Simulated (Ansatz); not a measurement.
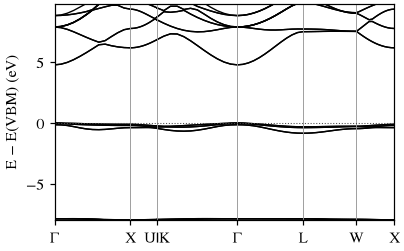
*Band structure from PBE with spin–orbit coupling in the plane-wave PAW code Ansatz*

Q: Read off the gap and where the band edges lie.

A: About 4.8 eV (4.79 eV by a search for the band edges); maximum at Γ, minimum at Γ.

The material is RbCl (rock salt, Fm-3m).

The cell was relaxed with PBE under the symmetry of its start; phonons on a q-mesh show no instability.

Potentials: the later of the program's two PAW sets.
